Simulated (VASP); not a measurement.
Band structure of Zn (hcp). These are TPSS meta-GGA, VASP's PBE PAW potentials (set 64) (plane waves; VASP) values and carry that method's errors.

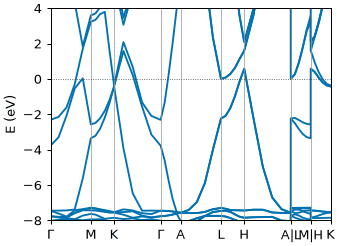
Bands along high-symmetry lines, zero at the valence-band maximum or, without a gap, the Fermi level

### Question
Read the plot: is there a gap, and where are the band edges?

### Answer
It has no gap at this level: it comes out as a metal or semimetal.

The compound is Zn in the hcp structure. It was relaxed first, which changed the volume by -7 %.
